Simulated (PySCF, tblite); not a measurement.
**C₇H₁₁NSi: geometry, infrared bands and NMR shifts**

What infrared bands and NMR shifts should C₇H₁₁NSi (`[H]/N=C(\CC#C[SiH3])C1CC1`) show?

Computed with tblite 0.8.0 and PySCF 2.14.0, with density-fitted response routines of our own, on a single molecule in the gas phase. Atoms are numbered from 0 throughout.

### Step 1. The starting structure

20 atoms, charge 0, multiplicity 1; geometry from: force field or distance geometry start.

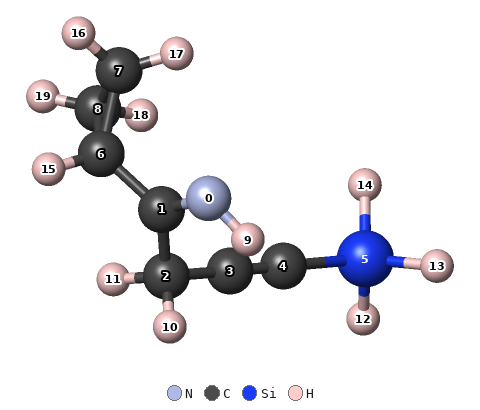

The starting geometry (nitrogen light blue, carbon dark grey, silicon blue, hydrogen pink), atoms numbered.

### Step 2. Relaxing the molecule with GFN2-xTB

The job: settings as JSON, then the geometry in Å.

```
{"job": {"kind": "relax", "xc": "GFN2-xTB", "basis": "xTB"}, "charge": 0, "multiplicity": 1}
N     -0.465100    -2.276900     0.028500
C     -0.741500    -1.151200    -0.576000
C      0.220200    -0.460000    -1.507300
C      1.348800     0.138100    -0.798800
C      2.278500     0.610100    -0.193100
Si     3.714300     1.356100     0.730700
C     -2.062000    -0.539000    -0.325400
C     -2.586800    -0.406500     1.091400
C     -2.158900     0.810400     0.338400
H      0.470700    -2.585400    -0.205300
H      0.564700    -1.194000    -2.241600
H     -0.332900     0.316100    -2.061900
H      4.544900     2.186200    -0.167800
H      4.579600     0.286700     1.304100
H      3.227500     2.229600     1.839800
H     -2.799900    -0.772400    -1.074800
H     -3.651300    -0.573300     1.246000
H     -1.969200    -0.766400     1.901900
H     -1.256900     1.310200     0.673000
H     -2.930000     1.492400    -0.004800
```

Launch:

```bash
$ OMP_NUM_THREADS=1 python probes_run.py task.json out
```

The driver reads the jobs from task.json and runs them one after another.

Output:

```text
step      E/eV     max force
  0    -683.74711    3.254
  1    -683.79359    3.240
  2    -683.86044    0.407
  3    -683.86635    0.652
  4    -683.87876    0.328
  5    -683.88630    0.286
  6    -683.89452    0.209
  7    -683.89901    0.185
  8    -683.90261    0.144
  9    -683.90554    0.164
 10    -683.90843    0.137
 11    -683.91043    0.120
 12    -683.91177    0.090
 13    -683.91283    0.082
 14    -683.91382    0.089
 15    -683.91463    0.096
 16    -683.91525    0.071
 17    -683.91582    0.077
 18    -683.91651    0.073
 19    -683.91732    0.075
 20    -683.91812    0.075
 21    -683.91882    0.069
 22    -683.91949    0.064
 23    -683.92024    0.074
 24    -683.92112    0.090
 25    -683.92203    0.083
 26    -683.92284    0.061
 27    -683.92351    0.062
 28    -683.92408    0.054
 29    -683.92464    0.059
 30    -683.92523    0.057
 31    -683.92580    0.050
 32    -683.92634    0.051
 33    -683.92687    0.072
 34    -683.92747    0.073
 35    -683.92817    0.074
 36    -683.92890    0.065
 37    -683.92953    0.055
 38    -683.93000    0.060
 39    -683.93042    0.055
 40    -683.93087    0.057
 41    -683.93142    0.061
 42    -683.93207    0.069
 43    -683.93283    0.077
 44    -683.93371    0.082
 45    -683.93468    0.086
 46    -683.93574    0.083
 47    -683.93698    0.092
 48    -683.93844    0.116
 49    -683.93997    0.091
 50    -683.94126    0.090
 51    -683.94229    0.071
 52    -683.94325    0.078
 53    -683.94420    0.126
 54    -683.94479    0.154
 55    -683.94595    0.124
 56    -683.94688    0.072
 57    -683.94772    0.089
 58    -683.94843    0.091
 59    -683.94921    0.066
 60    -683.95004    0.084
 61    -683.95094    0.080
 62    -683.95175    0.094
 63    -683.95245    0.069
 64    -683.95298    0.053
 65    -683.95344    0.055
 66    -683.95394    0.073
 67    -683.95448    0.076
 68    -683.95498    0.058
 69    -683.95549    0.067
 70    -683.95608    0.064
 71    -683.95698    0.100
 72    -683.95785    0.090
 73    -683.95854    0.068
 74    -683.95913    0.077
 75    -683.95990    0.084
 76    -683.96096    0.116
 77    -683.96212    0.108
 78    -683.96284    0.070
 79    -683.96358    0.066
 80    -683.96414    0.074
 81    -683.96535    0.111
 82    -683.96683    0.127
 83    -683.96831    0.089
 84    -683.96941    0.087
 85    -683.97066    0.088
 86    -683.97224    0.102
 87    -683.97392    0.126
 88    -683.97574    0.088
 89    -683.97702    0.069
 90    -683.97822    0.088
 91    -683.97939    0.102
 92    -683.98199    0.121
 93    -683.98452    0.106
 94    -683.98612    0.131
 95    -683.98756    0.146
 96    -683.98925    0.101
 97    -683.99154    0.077
 98    -683.99422    0.107
 99    -683.99678    0.092
100    -683.99799    0.076
101    -683.99856    0.050
102    -683.99903    0.050
103    -683.99974    0.057
104    -684.00048    0.063
105    -684.00132    0.193
106    -684.00227    0.148
107    -684.00337    0.086
108    -684.00460    0.062
109    -684.00545    0.072
110    -684.00682    0.086
111    -684.00775    0.088
112    -684.00873    0.076
113    -684.00979    0.090
114    -684.01128    0.108
115    -684.01267    0.122
116    -684.01432    0.121
117    -684.01579    0.084
118    -684.01680    0.094
119    -684.01698    0.086
120    -684.01792    0.067
121    -684.01838    0.070
122    -684.01919    0.083
123    -684.01992    0.080
124    -684.02076    0.091
125    -684.02148    0.073
126    -684.02207    0.090
127    -684.02289    0.064
128    -684.02401    0.063
129    -684.02463    0.068
130    -684.02530    0.076
131    -684.02685    0.100
132    -684.02810    0.103
133    -684.02941    0.084
134    -684.03037    0.086
135    -684.03110    0.054
136    -684.03171    0.058
137    -684.03223    0.047
138    -684.03259    0.040
139    -684.03290    0.047
140    -684.03326    0.054
141    -684.03363    0.068
142    -684.03406    0.069
143    -684.03451    0.069
144    -684.03504    0.062
145    -684.03553    0.069
146    -684.03617    0.059
147    -684.03696    0.078
148    -684.03811    0.082
149    -684.03877    0.119
150    -684.04012    0.153
151    -684.04116    0.058
152    -684.04210    0.085
153    -684.04339    0.089
154    -684.04520    0.118
155    -684.04652    0.096
156    -684.04305    0.320
157    -684.04819    0.068
158    -684.04902    0.057
159    -684.05049    0.099
160    -684.05141    0.056
161    -684.05244    0.048
162    -684.05309    0.059
163    -684.05359    0.064
164    -684.05389    0.042
165    -684.05412    0.033
166    -684.05423    0.030
167    -684.05433    0.025
168    -684.05442    0.022
169    -684.05451    0.018
170    -684.05455    0.032
171    -684.05464    0.037
172    -684.05472    0.017
173    -684.05479    0.014
174    -684.05486    0.016
175    -684.05491    0.020
176    -684.05498    0.018
177    -684.05507    0.027
178    -684.05523    0.030
179    -684.05547    0.034
180    -684.05577    0.038
181    -684.05608    0.037
182    -684.05638    0.047
183    -684.05666    0.034
184    -684.05690    0.045
185    -684.05721    0.048
186    -684.05752    0.037
187    -684.05781    0.024
188    -684.05797    0.025
189    -684.05817    0.032
190    -684.05832    0.027
191    -684.05849    0.046
192    -684.05861    0.035
193    -684.05858    0.095
194    -684.05889    0.026
195    -684.05897    0.016
196    -684.05905    0.017
197    -684.05911    0.021
198    -684.05919    0.022
199    -684.05929    0.024
200    -684.05940    0.025
201    -684.05952    0.030
202    -684.05962    0.026
203    -684.05970    0.044
204    -684.05979    0.027
205    -684.05993    0.020
206    -684.06006    0.028
207    -684.06022    0.031
208    -684.06037    0.029
209    -684.06053    0.028
210    -684.06072    0.034
211    -684.06103    0.056
212    -684.06148    0.065
213    -684.06190    0.169
214    -684.06251    0.104
215    -684.06316    0.043
216    -684.06355    0.054
217    -684.06417    0.060
218    -684.06486    0.058
219    -684.06554    0.088
220    -684.06572    0.118
221    -684.06635    0.055
222    -684.06670    0.095
223    -684.06717    0.068
224    -684.06745    0.032
225    -684.06768    0.029
226    -684.06791    0.035
227    -684.06809    0.032
228    -684.06823    0.024
229    -684.06831    0.031
230    -684.06839    0.015
231    -684.06844    0.009
```

Run time: 1.6 s. Hardware: 1 thread of Arm Neoverse V2, shared host.

Along the way: (not every step is listed)

| step | energy from step 0 (eV) | largest force (eV/Å) |
| --- | --- | --- |
| 0 | 0.0000 | 3.2537 |
| 1 | -0.0465 | 3.2403 |
| 2 | -0.1133 | 0.4071 |
| 3 | -0.1192 | 0.6520 |
| 4 | -0.1317 | 0.3283 |
| 5 | -0.1392 | 0.2861 |
| 6 | -0.1474 | 0.2086 |
| 7 | -0.1519 | 0.1849 |
| 8 | -0.1555 | 0.1442 |
| 29 | -0.1775 | 0.0588 |
| 50 | -0.1942 | 0.0903 |
| 71 | -0.2099 | 0.0999 |
| 92 | -0.2349 | 0.1211 |
| 113 | -0.2627 | 0.0904 |
| 134 | -0.2833 | 0.0859 |
| 155 | -0.2994 | 0.0959 |
| 176 | -0.3079 | 0.0177 |
| 197 | -0.3120 | 0.0206 |
| 218 | -0.3177 | 0.0582 |
| 226 | -0.3208 | 0.0347 |
| 227 | -0.3210 | 0.0324 |
| 228 | -0.3211 | 0.0237 |
| 229 | -0.3212 | 0.0307 |
| 230 | -0.3213 | 0.0153 |
| 231 | -0.3213 | 0.0094 |

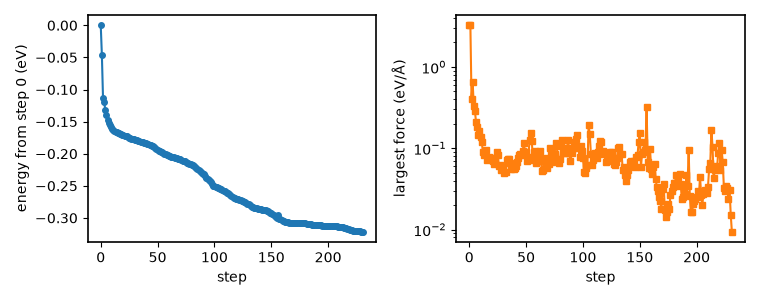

Energy and largest force along the relaxation.

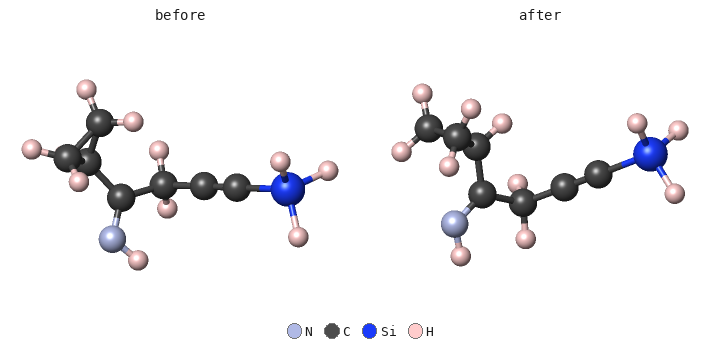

Before and after, at one scale.

Close pairs (by a distance rule), those that changed most:

| bond | before (Å) | after (Å) | change (Å) |
| --- | --- | --- | --- |
| N0–C1 | 1.307 | 1.260 | -0.048 |
| Si5–H14 | 1.493 | 1.466 | -0.028 |
| Si5–H13 | 1.490 | 1.465 | -0.025 |
| C4–Si5 | 1.863 | 1.844 | -0.020 |
| C1–C2 | 1.507 | 1.522 | +0.016 |
| Si5–H12 | 1.479 | 1.466 | -0.013 |
| C2–C3 | 1.461 | 1.448 | -0.012 |
| C7–H16 | 1.089 | 1.080 | -0.009 |

The final coordinates are the input of the step that follows.

### Step 3. Harmonic vibrations with GFN2-xTB

The job: settings as JSON, then the geometry in Å.

```
{"job": {"kind": "ir", "xc": "GFN2-xTB", "basis": "xTB"}, "charge": 0, "multiplicity": 1}
N     -1.034248    -2.299475     0.364725
C     -0.660725    -1.260621    -0.241698
C      0.495776    -1.185229    -1.228956
C      1.450894    -0.177578    -0.816533
C      2.227765     0.661911    -0.435964
Si     3.419242     1.950728     0.127968
C     -1.374553     0.009475    -0.022741
C     -2.864862    -0.026942     0.219539
C     -1.949153     0.290135     1.345256
H     -0.496897    -3.140717     0.170413
H      0.994139    -2.157524    -1.303932
H      0.093283    -0.922001    -2.213446
H      3.846892     2.721700    -1.043151
H      4.565898     1.285625     0.751411
H      2.734859     2.816827     1.092048
H     -0.974890     0.852006    -0.572737
H     -3.463980     0.762013    -0.209646
H     -3.324873    -1.002475     0.210587
H     -1.793440    -0.471233     2.092666
H     -1.896276     1.304052     1.711155
```

Output:

```text
mode    cm-1     km/mol
  1     -24.4      0.01
  2      30.4      0.90
  3      36.7      0.25
  4      73.0      1.45
  5     141.8      3.18
  6     165.2      2.44
  7     227.2      3.43
  8     245.7      0.51
  9     302.6      0.20
 10     330.2      1.51
 11     399.5      1.21
 12     511.8      1.31
 13     535.5     87.63
 14     538.0     93.54
 15     572.8     22.71
 16     674.4      3.48
 17     777.8      1.69
 18     787.3    176.47
 19     788.5    181.67
 20     790.9    579.69
 21     814.7      2.33
 22     825.2     67.50
 23     870.8      3.21
 24     922.5     17.67
 25     953.5      3.51
 26     990.4      1.59
 27    1037.2     54.74
 28    1069.8      3.41
 29    1072.7      1.47
 30    1089.0      1.13
 31    1104.4      2.53
 32    1107.9      4.00
 33    1129.5      9.86
 34    1157.2      0.04
 35    1229.4    137.11
 36    1257.1      2.77
 37    1285.7     43.62
 38    1389.9     72.96
 39    1412.1      0.09
 40    1427.5      3.09
 41    1471.9      9.27
 42    1719.8    223.12
 43    2237.7    437.02
 44    2242.1    410.44
 45    2255.0    209.42
 46    2318.2    185.51
 47    2926.6     21.43
 48    2944.7     32.64
 49    3055.8     23.86
 50    3085.3     26.63
 51    3090.1     19.03
 52    3109.1      3.93
 53    3124.8     33.36
 54    3346.7     24.89
```

It took 0.71 s on 1 thread of Arm Neoverse V2, shared host.

Which atoms move in the most intense modes:

| cm⁻¹ | km/mol | atoms |
| --- | --- | --- |
| 787 | 176.5 | H14 57 %, H13 32 % |
| 788 | 181.7 | H12 52 %, H13 29 %, H14 13 % |
| 791 | 579.7 | H12 34 %, H13 31 %, H14 23 %, Si5 10 % |
| 1720 | 223.1 | C1 62 %, N0 34 % |
| 2238 | 437.0 | H12 65 %, H14 30 % |
| 2242 | 410.4 | H14 46 %, H13 36 %, H12 14 % |
| 2255 | 209.4 | H13 59 %, H14 21 %, H12 18 % |
| 2318 | 185.5 | C3 52 %, C4 46 % |

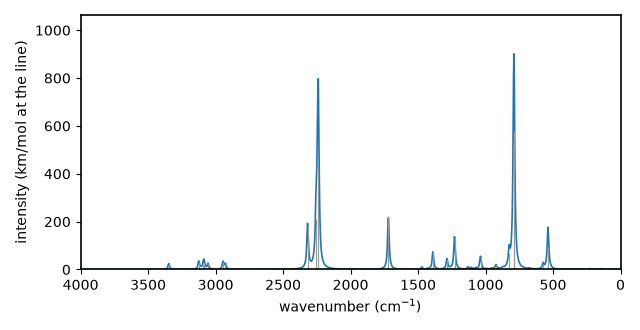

The infrared spectrum from these modes, unscaled. Lines are broadened to a width of 14 cm⁻¹ (Lorentzian).

### Step 4. Shielding tensors: PBE0/pcSseg-1

Same as in step 3 but for these lines:

```diff
@@ -1,2 +1,2 @@
-{"job": {"kind": "ir", "xc": "GFN2-xTB", "basis": "xTB"}, "charge": 0, "multiplicity": 1}
+{"job": {"kind": "nmr", "xc": "PBE0", "basis": "pcSseg-1"}, "charge": 0, "multiplicity": 1}
 N     -1.034248    -2.299475     0.364725
```

With the program's defaults for keys left out, this is: GIAO PBE0/pcSseg-1 NMR shielding, non-relativistic, gas phase.

Output:

```text
coarse grid: 17112 points
cycle   1  E = -616.8061304924  dE =  1.224e+00  |g| = 5.526e-01  |ddm| = 4.269e+00
cycle   2  E = -616.7334218897  dE =  7.271e-02  |g| = 8.038e-01  |ddm| = 1.575e+00
cycle   3  E = -616.8730234809  dE = -1.396e-01  |g| = 1.953e-01  |ddm| = 9.612e-01
cycle   4  E = -616.8818183964  dE = -8.795e-03  |g| = 5.771e-02  |ddm| = 2.127e-01
cycle   5  E = -616.8824838220  dE = -6.654e-04  |g| = 2.755e-02  |ddm| = 5.814e-02
cycle   6  E = -616.8826545669  dE = -1.707e-04  |g| = 5.764e-03  |ddm| = 2.621e-02
cycle   7  E = -616.8826620905  dE = -7.524e-06  |g| = 1.686e-03  |ddm| = 6.457e-03
final grid: 160472 points
cycle   8  E = -616.9353756233  dE = -4.766e-05  |g| = 8.140e-03  |ddm| = 5.208e-02
cycle   9  E = -616.9353714042  dE =  4.219e-06  |g| = 9.222e-03  |ddm| = 1.819e-02
cycle  10  E = -616.9353927549  dE = -2.135e-05  |g| = 6.305e-04  |ddm| = 9.640e-03
cycle  11  E = -616.9353928368  dE = -8.189e-08  |g| = 2.279e-04  |ddm| = 8.825e-04
cycle  12  E = -616.9353928464  dE = -9.617e-09  |g| = 1.134e-04  |ddm| = 2.911e-04
cycle  13  E = -616.9353928490  dE = -2.557e-09  |g| = 3.461e-05  |ddm| = 1.371e-04
cycle  14  E = -616.9353928493  dE = -2.585e-10  |g| = 1.269e-05  |ddm| = 3.524e-05
converged SCF energy = -616.9353928493

GIAO shielding tensors (ppm)
atom      isotropic    diamagn.    paramagn.     s11        s22        s33       span
  0 N      -55.691     320.502    -376.193   -350.461    -33.230    216.617    567.078
  1 C        5.059     253.524    -248.464    -99.672    -12.039    126.889    226.561
  2 C      146.890     249.753    -102.863    122.690    144.687    173.293     50.603
  3 C       73.751     274.887    -201.136    -24.504    -20.775    266.532    291.035
  4 C      103.010     259.639    -156.630     22.028     29.123    257.879    235.850
  5 Si     448.456     883.091    -434.635    441.392    441.936    462.039     20.647
  6 C      168.833     247.448     -78.615    133.427    156.649    216.424     82.997
  7 C      170.802     256.255     -85.453    140.101    172.956    199.349     59.248
  8 C      170.405     250.850     -80.445    138.920    173.105    199.189     60.269
  9 H       22.124      33.327     -11.203     15.419     24.871     26.084     10.665
 10 H       28.771      30.447      -1.676     24.379     28.567     33.366      8.986
 11 H       28.103      28.959      -0.856     25.214     26.953     32.142      6.929
 12 H       27.442      28.900      -1.458     23.873     25.790     32.663      8.790
 13 H       27.472      29.087      -1.615     23.918     25.757     32.742      8.824
 14 H       27.438      30.779      -3.341     23.612     26.599     32.103      8.491
 15 H       29.970      34.030      -4.060     23.269     29.322     37.319     14.050
 16 H       30.843      30.979      -0.136     25.034     26.749     40.747     15.713
 17 H       30.603      31.856      -1.253     25.045     28.048     38.715     13.670
 18 H       30.555      31.806      -1.251     25.615     27.655     38.393     12.778
 19 H       30.774      31.490      -0.716     25.387     26.683     40.252     14.865
```

Run time: 50 s. Hardware: 1 thread of Arm Neoverse V2, shared host; peak memory 0.97 GiB.

The references, computed at this level on geometries of the same kind, shield at (ppm): 1H TMS 31.72, 13C TMS 186.9, 29Si TMS 349.2, 15N NH3 267.7. Their shielding less the atom's gives the shift. The references are single molecules in the gas phase, so shifts against H2O, NH3, PH3, H3PO4 or CFCl3 are not on the usual liquid scales and can be off by tens of ppm. Atoms listed in one row are averaged.

| atoms | environment | σ (ppm) | δ (ppm) | δ scaled to CDCl3 |
| --- | --- | --- | --- | --- |
| C1 | C=N carbon | 5.1 | 181.9 | 175.6 |
| C3 | alkyne carbon | 73.8 | 113.2 | 108.5 |
| C4 | alkyne carbon | 103.0 | 83.9 | 80.0 |
| C2 | propargylic sp3 CH2 | 146.9 | 40.0 | 37.2 |
| C6 | three-membered-ring carbon | 168.8 | 18.1 | 15.7 |
| C7, C8 | three-membered-ring carbon | 170.6 | 16.3 | 14.0 |
| H9 | hydrogen on an imine nitrogen | 22.12 | 9.59 | – |
| H12, H13, H14 | hydrogen on a silicon bonded to C | 27.45 | 4.27 | – |
| H10, H11 | hydrogen on a propargylic sp3 CH2 | 28.44 | 3.28 | 3.20 |
| H15 | hydrogen on a three-membered-ring carbon | 29.97 | 1.75 | 1.75 |
| H17, H18 | hydrogen on a three-membered-ring carbon | 30.58 | 1.14 | 1.18 |
| H16, H19 | hydrogen on a three-membered-ring carbon | 30.81 | 0.91 | 0.96 |
| N0 | imine nitrogen | -55.7 | 323.4 | – |
| Si5 | silicon bonded to C, 3 H | 448.5 | -99.3 | – |

The scaled column applies a straight-line fit of computed shieldings to shifts measured in CDCl3 (root-mean-square error 0.16 ppm for H, 1.9 ppm for C).

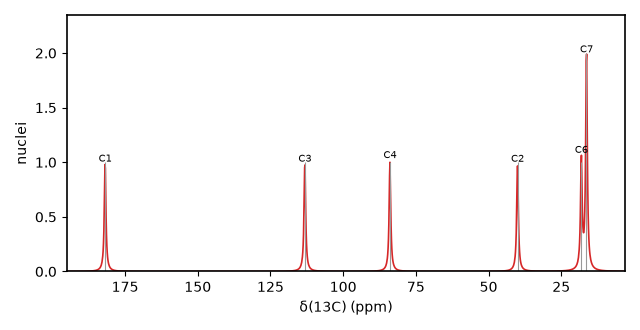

13C lines at the computed shifts, without couplings. Lines are broadened to a width of 0.66 ppm (Lorentzian).

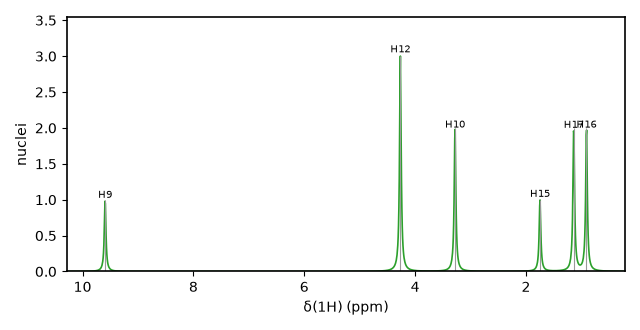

1H lines at the computed shifts, without couplings. Lines are broadened to a width of 0.03 ppm (Lorentzian).

Charges from the same density, by scheme (e):

| atoms | Mulliken | IAO | Hirshfeld | ESP fit |
| --- | --- | --- | --- | --- |
| N0 | -0.36 | -0.47 | -0.23 | -0.69 |
| C1 | 0.03 | 0.21 | 0.11 | 0.57 |
| C2 | -0.08 | -0.31 | -0.05 | -0.40 |
| C3 | 0.08 | -0.01 | -0.03 | 0.13 |
| C4 | -0.49 | -0.37 | -0.17 | -0.40 |
| Si5 | 0.51 | 0.64 | 0.34 | 0.47 |
| C6 | -0.26 | -0.17 | -0.05 | -0.30 |
| C7, C8 | -0.16 | -0.27 | -0.08 | -0.26 |

ESP fit charges:

N0 -0.69; C1 0.57; C2 -0.40; C3 0.13; C4 -0.40; Si5 0.47; C6 -0.30; C7 -0.32; C8 -0.21; H9 0.32; H10 0.16; H11 0.15; H12 -0.09; H13 -0.08; H14 -0.09; H15 0.19; H16 0.16; H17 0.15; H18 0.13; H19 0.14

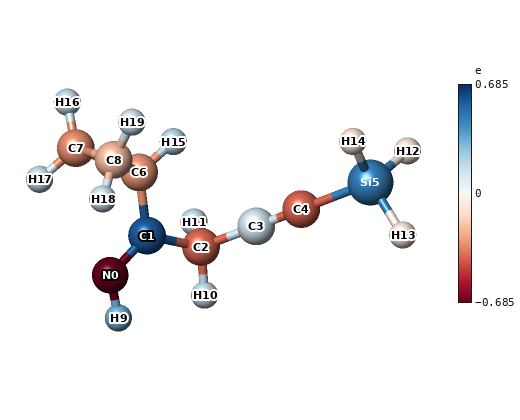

ESP fit charges, as colours on the atoms.

Mayer bond orders: N0–C1 2.08, C1–C2 1.00, C2–C3 1.04, C3–C4 2.51, C4–Si5 1.03, C1–C6 0.95, C6–C7 0.94, C7–C8 0.99, C8–C6 0.93.

Ring of atoms C6, C7, C8: NICS(0) -44.5, NICS(1) -8.1, NICS(1)zz -22.8 ppm (means of both faces).

In rings of three or four atoms NICS is ruled by the nearby σ bonds, so it says little on aromaticity.

The fields below are evaluated on a grid from the run's orbitals.

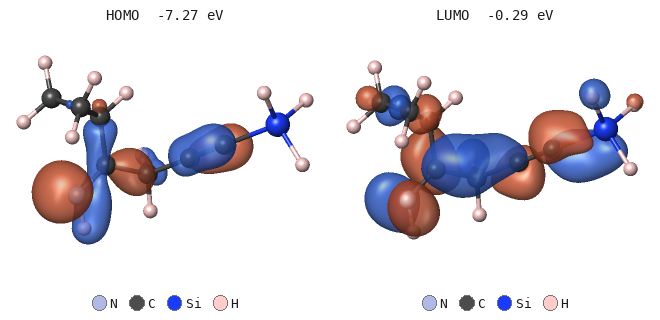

Frontier orbitals at PBE0/pcSseg-1; each surface holds 70 % of the orbital's density, blue and red mark the sign.

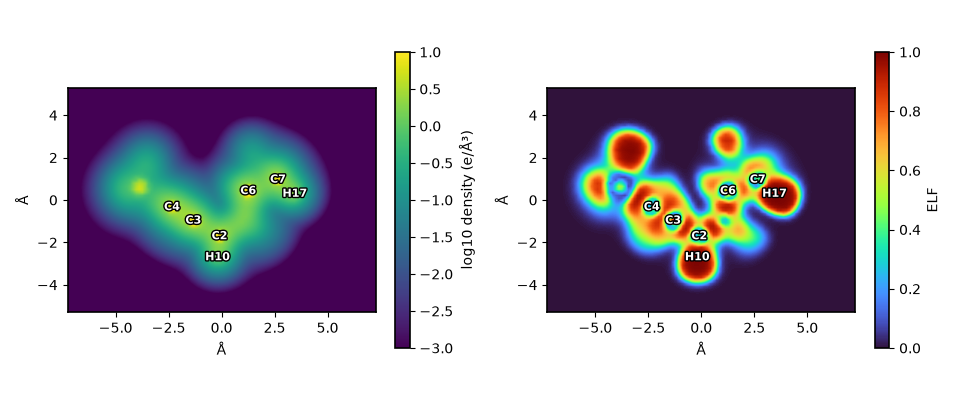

Density (left) and ELF (right) in a plane through or near 7 of the atoms.

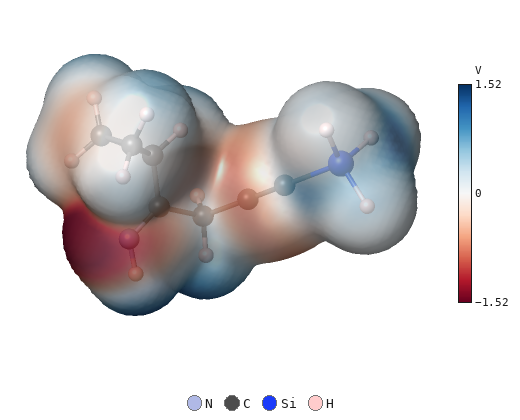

The potential that a unit positive charge feels on the 0.002 e/bohr³ surface, from -1.52 V near N0 to 1.33 V near H9.

### Step 5. Outcome

| quantity | value |
| --- | --- |
| strongest single infrared mode (GFN2-xTB) | 791 cm⁻¹, 580 km/mol |
| zero-point energy (GFN2-xTB) | 95.8 kcal/mol |
| 13C shifts against TMS (PBE0/pcSseg-1, means over atoms taken as alike) | 181.9, 113.2, 83.9, 40.0, 18.1, 16.3 ppm |
| 1H shifts against TMS (PBE0/pcSseg-1, means over atoms taken as alike) | 9.59, 4.27, 3.28, 1.75, 1.14, 0.91 ppm |
| 15N shifts against NH3 (PBE0/pcSseg-1) | 323.4 ppm |
| 29Si shifts against TMS (PBE0/pcSseg-1) | -99.3 ppm |
| surface potential, least and greatest | -1.52 V and 1.33 V |

What this shows: Over 231 steps the energy fell by 0.321 eV; of the close pairs, N0–C1 changed most, 1.307 to 1.260 Å. The lowest mode is imaginary (24i cm⁻¹), so the xTB geometry is not a minimum. Unscaled tight-binding wavenumbers are off by several per cent, some by more. Its intensities can rank the bands wrongly. At PBE0/pcSseg-1: The widest tensor belongs to N0: span 567 ppm, with a paramagnetic part of -376 ppm.
